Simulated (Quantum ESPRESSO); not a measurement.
# antimonene, 1 layer: a series in biaxial strain, part 2 of 7

Wanted: a table for antimonene, 1 layer against biaxial strain, and what can be fitted to it.

Quantum ESPRESSO 7.5; plane-wave DFT, PBE, GBRV ultrasoft pseudopotentials.

So far. Step 2 (Relaxing cell and ions of the reference):  The last row is no step: it is a fresh SCF in the final cell with a new plane-wave basis, +0 meV from the row before.

### 3. Relaxation with pw.x, -4 %

m0.relax.in

```
&control
  prefix = 'm0.relax'
  outdir = './out'
  pseudo_dir = './pseudo'
  nstep = 40
  forc_conv_thr = 0.0003
  calculation = 'relax'
  tstress = .true.
/
&system
  ibrav = 0
  nat = 2
  ntyp = 1
  ecutwfc = 50
  ecutrho = 250
  occupations = 'smearing'
  smearing = 'fd'
  degauss = 0.002
/
&electrons
  conv_thr = 1e-09
  mixing_beta = 0.4
  electron_maxstep = 120
  mixing_mode = 'plain'
/
&ions
/
ATOMIC_SPECIES
  Sb  121.7600  sb_pbe_v1.4.uspp.F.UPF
CELL_PARAMETERS angstrom
  3.95350294656000 0.00000000000000 0.00000000000000
  -1.97675147328000 3.42383398560000 0.00000000000000
  0.00000000000000 0.00000000000000 16.65000000000000
ATOMIC_POSITIONS crystal
  Sb  0.666666666700 0.333333333300 0.450822177000
  Sb  0.333333333300 0.666666666700 0.549177823000
K_POINTS automatic
  12 12 1 0 0 0
```

Launch:

```console
$ OMP_NUM_THREADS=1 mpirun -n 4 pw.x -nk 4 -in m0.relax.in > m0.relax.out
```

Output:

```text
[banner, memory and clock lines left out]
Program PWSCF v.7.5 starts
[citation notice left out]

[...]
Message from routine setup:
[...]
bravais-lattice index     =            0
     lattice parameter (alat)  =       7.4710  a.u.
     unit-cell volume          =    1520.9173 (a.u.)^3
     number of atoms/cell      =            2
     number of atomic types    =            1
     number of electrons       =        30.00
     number of Kohn-Sham states=           19
     kinetic-energy cutoff     =      50.0000  Ry
     charge density cutoff     =     250.0000  Ry
     scf convergence threshold =      1.0E-09
     mixing beta               =       0.4000
     number of iterations used =            8  plain     mixing
     energy convergence thresh.=      1.0E-04
     force convergence thresh. =      3.0E-04
     Exchange-correlation=  SLA  PW   PBX  PBC
                           (   1   4   3   4   0   0   0)
     nstep                     =           40

[...]
PseudoPot. # 1 for Sb read from file:
     ./pseudo/sb_pbe_v1.4.uspp.F.UPF
     Pseudo is Ultrasoft + core correction, Zval = 15.0
     Generated by new atomic code, or converted to UPF format
     Using radial grid of  891 points,  6 beta functions with:
                l(1) =   0
                l(2) =   0
                l(3) =   1
                l(4) =   1
                l(5) =   2
                l(6) =   2
     Q(r) pseudized with  8 coefficients,  rinner =    1.350   1.350   1.350
                                                       1.350   1.350

     atomic species   valence    mass     pseudopotential
     Sb               15.00   121.76000     Sb( 1.00)

     12 Sym. Ops., with inversion, found

[...]
number of k points=    19  Fermi-Dirac smearing, width (Ry)=  0.0020
[...]
Dense  grid:   101517 G-vectors     FFT dimensions: (  40,  40, 160)

     Smooth grid:    72729 G-vectors     FFT dimensions: (  36,  36, 144)

     Check: negative core charge=   -0.000004

     Initial potential from superposition of free atoms

     starting charge      28.0000, renormalised to      30.0000

     negative rho (up, down):  2.326E-04 0.000E+00
     Starting wfcs are   18 randomized atomic wfcs +    1 random wfcs

     per-process dynamical memory:    70.9 Mb

     Self-consistent Calculation

     iteration #  1     ecut=    50.00 Ry     beta= 0.40
     Davidson diagonalization with overlap
     ethr =  1.00E-02,  avg # of iterations =  7.6

     negative rho (up, down):  2.630E-07 0.000E+00

     total energy              =    -369.57602896 Ry
     estimated scf accuracy    <       2.24568221 Ry

     iteration #  2     ecut=    50.00 Ry     beta= 0.40
[...]
negative rho (up, down):  1.440E-08 0.000E+00

[...]
total energy              =    -369.86648116 Ry
     estimated scf accuracy    <       0.12056645 Ry

     iteration #  3     ecut=    50.00 Ry     beta= 0.40
[...]
negative rho (up, down):  5.177E-06 0.000E+00

[...]
total energy              =    -369.88616318 Ry
     estimated scf accuracy    <       0.00729464 Ry

     iteration #  4     ecut=    50.00 Ry     beta= 0.40
[...]
negative rho (up, down):  5.776E-05 0.000E+00

[...]
total energy              =    -369.88644274 Ry
     estimated scf accuracy    <       0.00122507 Ry

     iteration #  5     ecut=    50.00 Ry     beta= 0.40
[...]
negative rho (up, down):  4.593E-05 0.000E+00

[...]
total energy              =    -369.88650270 Ry
     estimated scf accuracy    <       0.00001620 Ry

     iteration #  6     ecut=    50.00 Ry     beta= 0.40
[...]
negative rho (up, down):  4.576E-05 0.000E+00

[...]
total energy              =    -369.88650944 Ry
     estimated scf accuracy    <       0.00000265 Ry

     iteration #  7     ecut=    50.00 Ry     beta= 0.40
[...]
negative rho (up, down):  4.706E-05 0.000E+00

[...]
total energy              =    -369.88650973 Ry
     estimated scf accuracy    <       0.00000023 Ry

     iteration #  8     ecut=    50.00 Ry     beta= 0.40
[...]
negative rho (up, down):  4.822E-05 0.000E+00

[...]
total energy              =    -369.88650976 Ry
     estimated scf accuracy    <       0.00000002 Ry

     iteration #  9     ecut=    50.00 Ry     beta= 0.40
[...]
negative rho (up, down):  4.927E-05 0.000E+00

[...]
total energy              =    -369.88650977 Ry
     estimated scf accuracy    <          6.1E-09 Ry

     iteration # 10     ecut=    50.00 Ry     beta= 0.40
[...]
negative rho (up, down):  5.117E-05 0.000E+00

[...]
End of self-consistent calculation

          k = 0.0000 0.0000 0.0000 (  9137 PWs)   bands (ev):

   -29.5981 -29.5981 -29.5030 -29.5030 -29.4625 -29.3676 -29.3676 -29.3286
   -29.2695 -29.2695 -12.7954  -7.4209  -1.8246  -0.6983  -0.6983   1.1871
     2.1772   3.1588   3.2269

          k = 0.0000 0.0962 0.0000 (  9127 PWs)   bands (ev):

   -29.5973 -29.5936 -29.5026 -29.5001 -29.4608 -29.3695 -29.3679 -29.3296
   -29.2749 -29.2697 -12.7115  -7.3954  -1.7772  -1.5204  -0.9035   1.5869
     2.1449   2.3686   3.2495

[...]
the Fermi energy is    -0.2023 ev

!    total energy              =    -369.88650978 Ry
     estimated scf accuracy    <          6.0E-10 Ry
     smearing contrib. (-TS)   =      -0.00000000 Ry
     internal energy E=F+TS    =    -369.88650978 Ry

     The total energy is F=E-TS. E is the sum of the following terms:
     one-electron contribution =    -951.04546887 Ry
     hartree contribution      =     480.84518861 Ry
     xc contribution           =     -88.09980042 Ry
     ewald contribution        =     188.41357090 Ry

     convergence has been achieved in  10 iterations

     negative rho (up, down):  5.117E-05 0.000E+00

     Forces acting on atoms (cartesian axes, Ry/au):

     atom    1 type  1   force =     0.00000000    0.00000000   -0.02424144
     atom    2 type  1   force =     0.00000000    0.00000000    0.02424144

     Total force =     0.034283     Total SCF correction =     0.000246

     Computing stress (Cartesian axis) and pressure

[...]
hartree contribution      =     478.99116167 Ry
     xc contribution           =     -88.08722588 Ry
     ewald contribution        =     186.48533344 Ry

     convergence has been achieved in   6 iterations

     negative rho (up, down):  5.080E-05 0.000E+00

     Forces acting on atoms (cartesian axes, Ry/au):

     atom    1 type  1   force =    -0.00000000   -0.00000000   -0.01381908
     atom    2 type  1   force =     0.00000000    0.00000000    0.01381908

     Total force =     0.019543     Total SCF correction =     0.000082

     Computing stress (Cartesian axis) and pressure

     negative rho (up, down):  5.080E-05 0.000E+00
          total   stress  (Ry/bohr**3)                   (kbar)     P=        9.86
   0.00008765   0.00000000   0.00000000           12.89        0.00        0.00
   0.00000000   0.00008765   0.00000000            0.00       12.89        0.00
   0.00000000   0.00000000   0.00002578            0.00        0.00        3.79

     Energy error            =      9.2E-04 Ry
     Gradient error          =      1.4E-02 Ry/Bohr

     number of scf cycles    =   2
     number of bfgs steps    =   1

     energy             old  =    -369.8865097774 Ry
     energy             new  =    -369.8874288202 Ry

     CASE: energy            _new < energy            _old

     new trust radius        =       0.0266655873 bohr
     new conv_thr            =            9.2E-11 Ry

ATOMIC_POSITIONS (crystal)
Sb               0.6666666667        0.3333333333        0.4492042286
Sb               0.3333333333        0.6666666667        0.5507957714

[...]
NEW-OLD atomic charge density approx. for the potential

     Check: negative core charge=   -0.000004

     negative rho (up, down):  6.988E-05 0.000E+00

     per-process dynamical memory:    76.9 Mb

     Self-consistent Calculation

     iteration #  1     ecut=    50.00 Ry     beta= 0.40
     Davidson diagonalization with overlap
     ethr =  1.00E-06,  avg # of iterations =  6.3

     negative rho (up, down):  5.524E-05 0.000E+00

     total energy              =    -369.88786514 Ry
     estimated scf accuracy    <       0.00003747 Ry

[...]
iteration #  7     ecut=    50.00 Ry     beta= 0.40
[...]
negative rho (up, down):  5.006E-05 0.000E+00

[...]
End of self-consistent calculation

[...]
the Fermi energy is    -0.1127 ev

!    total energy              =    -369.88786811 Ry
     estimated scf accuracy    <          2.9E-11 Ry
     smearing contrib. (-TS)   =      -0.00000000 Ry
     internal energy E=F+TS    =    -369.88786811 Ry

     The total energy is F=E-TS. E is the sum of the following terms:
     one-electron contribution =    -943.11431463 Ry
     hartree contribution      =     476.94180752 Ry
     xc contribution           =     -88.07347604 Ry
     ewald contribution        =     184.35811506 Ry

     convergence has been achieved in   7 iterations

     negative rho (up, down):  5.006E-05 0.000E+00

     Forces acting on atoms (cartesian axes, Ry/au):

     atom    1 type  1   force =     0.00000000    0.00000000   -0.00273643
     atom    2 type  1   force =     0.00000000    0.00000000    0.00273643

     Total force =     0.003870     Total SCF correction =     0.000001

     Computing stress (Cartesian axis) and pressure

     negative rho (up, down):  5.006E-05 0.000E+00
          total   stress  (Ry/bohr**3)                   (kbar)     P=        7.70
   0.00007701   0.00000000   0.00000000           11.33        0.00        0.00
   0.00000000   0.00007701  -0.00000000            0.00       11.33       -0.00
  -0.00000000  -0.00000000   0.00000305           -0.00       -0.00        0.45

     Energy error            =      4.4E-04 Ry
     Gradient error          =      2.7E-03 Ry/Bohr

     number of scf cycles    =   3
     number of bfgs steps    =   2

     energy             old  =    -369.8874288202 Ry
     energy             new  =    -369.8878681062 Ry

     CASE: energy            _new < energy            _old

     new trust radius        =       0.0065840197 bohr
     new conv_thr            =            4.4E-11 Ry

ATOMIC_POSITIONS (crystal)
Sb               0.6666666667        0.3333333333        0.4489949726
Sb               0.3333333333        0.6666666667        0.5510050274

[...]
NEW-OLD atomic charge density approx. for the potential

     Check: negative core charge=   -0.000004

     negative rho (up, down):  5.119E-05 0.000E+00

     per-process dynamical memory:    76.9 Mb

     Self-consistent Calculation

     iteration #  1     ecut=    50.00 Ry     beta= 0.40
     Davidson diagonalization with overlap
     ethr =  1.00E-06,  avg # of iterations =  4.0

     Threshold (ethr) on eigenvalues was too large:
     Diagonalizing with lowered threshold

     Davidson diagonalization with overlap
     ethr =  7.13E-09,  avg # of iterations =  2.6

     negative rho (up, down):  5.016E-05 0.000E+00

     total energy              =    -369.88788637 Ry
     estimated scf accuracy    <       0.00000237 Ry

[...]
iteration #  6     ecut=    50.00 Ry     beta= 0.40
[...]
negative rho (up, down):  4.978E-05 0.000E+00

[...]
End of self-consistent calculation

          k = 0.0000 0.0000 0.0000 (  9137 PWs)   bands (ev):

   -29.5137 -29.5137 -29.4300 -29.4300 -29.3968 -29.3128 -29.3128 -29.2766
   -29.2227 -29.2227 -12.5631  -7.4979  -1.9052  -0.4765  -0.4765   1.3120
     2.2577   3.1380   3.2593

          k = 0.0000 0.0962 0.0000 (  9127 PWs)   bands (ev):

   -29.5130 -29.5098 -29.4297 -29.4274 -29.3952 -29.3144 -29.3131 -29.2776
   -29.2275 -29.2228 -12.4801  -7.4699  -1.8559  -1.2978  -0.6808   1.6830
     2.1986   2.4317   3.2307

[...]
the Fermi energy is    -0.1027 ev

!    total energy              =    -369.88788646 Ry
     estimated scf accuracy    <          6.5E-12 Ry
     smearing contrib. (-TS)   =      -0.00000000 Ry
     internal energy E=F+TS    =    -369.88788646 Ry

     The total energy is F=E-TS. E is the sum of the following terms:
     one-electron contribution =    -942.08409987 Ry
     hartree contribution      =     476.43434499 Ry
     xc contribution           =     -88.07009803 Ry
     ewald contribution        =     183.83196645 Ry

     convergence has been achieved in   6 iterations

     negative rho (up, down):  4.978E-05 0.000E+00

     Forces acting on atoms (cartesian axes, Ry/au):

     atom    1 type  1   force =    -0.00000000   -0.00000000   -0.00006457
     atom    2 type  1   force =     0.00000000    0.00000000    0.00006457

     Total force =     0.000091     Total SCF correction =     0.000004

     Computing stress (Cartesian axis) and pressure

     negative rho (up, down):  4.978E-05 0.000E+00
          total   stress  (Ry/bohr**3)                   (kbar)     P=        7.19
   0.00007454  -0.00000000   0.00000000           10.97       -0.00        0.00
  -0.00000000   0.00007454   0.00000000           -0.00       10.97        0.00
   0.00000000   0.00000000  -0.00000252            0.00        0.00       -0.37

     Energy error            =      1.8E-05 Ry
     Gradient error          =      6.5E-05 Ry/Bohr

     bfgs converged in   4 scf cycles and   3 bfgs steps
     (criteria: energy <  1.0E-04 Ry, force <  3.0E-04 Ry/Bohr)

     End of BFGS Geometry Optimization

     Final energy             =    -369.8878864612 Ry

     File ./out/m0.relax.bfgs deleted, as requested
Begin final coordinates

ATOMIC_POSITIONS (crystal)
Sb               0.6666666667        0.3333333333        0.4489949726
Sb               0.3333333333        0.6666666667        0.5510050274
End final coordinates

[...]
```

Elapsed: 61 s, on 4 MPI ranks of Arm Neoverse V1, shared host; peak memory 0.68 GiB; 4.1 min of CPU time.

Relaxation path:

```tsv
step	energy less that of the first step (eV)	largest force (eV/Å)
1	0.0000	0.6233
2	-0.0125	0.3553
3	-0.0185	0.0704
4	-0.0187	0.0017
```

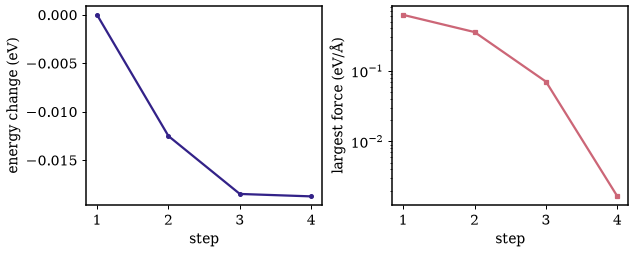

Energy and largest force along the relaxation.

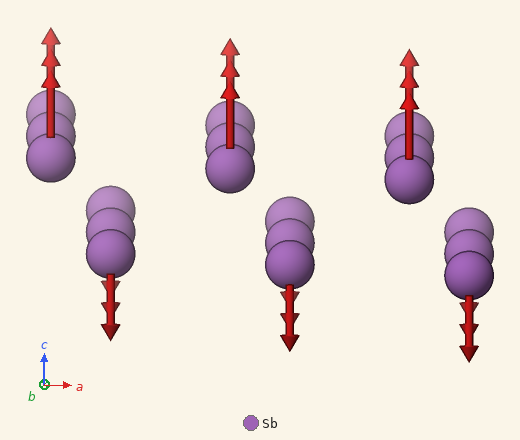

Displacements in the relaxation, exaggerated; the longest in the cell stands for 0.03 Å. 3×3×1 cells are drawn.

The atoms that moved most (Å):

```tsv
atom	dx	dy	dz	length
Sb1	0.000	0.000	-0.030	0.030
Sb2	0.000	0.000	0.030	0.030
```

The relaxed structure:

```
CELL_PARAMETERS angstrom
3.95350 0.00000 0.00000
-1.97675 3.42383 0.00000
0.00000 0.00000 16.65000
ATOMIC_POSITIONS crystal
Sb 0.66667 0.33333 0.44899
Sb 0.33333 0.66667 0.55101
```

The relaxation lowers the energy by 9 meV an atom.

Read from the output:

- free energy: -5032.5811 eV
- Fermi energy: -0.1027 eV

[end of part 2 of 7]

[Logs are printed without paths, hosts, clocks, repeated set-up lines and the standing remarks that a program may print on its own settings, such as how far it seeks lower states.]

[Hosts, paths, dates, database ids (printed as entryN), source tags and the programs' standing remarks are cut or masked in the printed files.]

[Maps of the electrostatic potential energy from Ansatz leave out the sawtooth potential of an applied field or a dipole correction, so their vacuum need not be flat; planar profiles and work functions include it.]
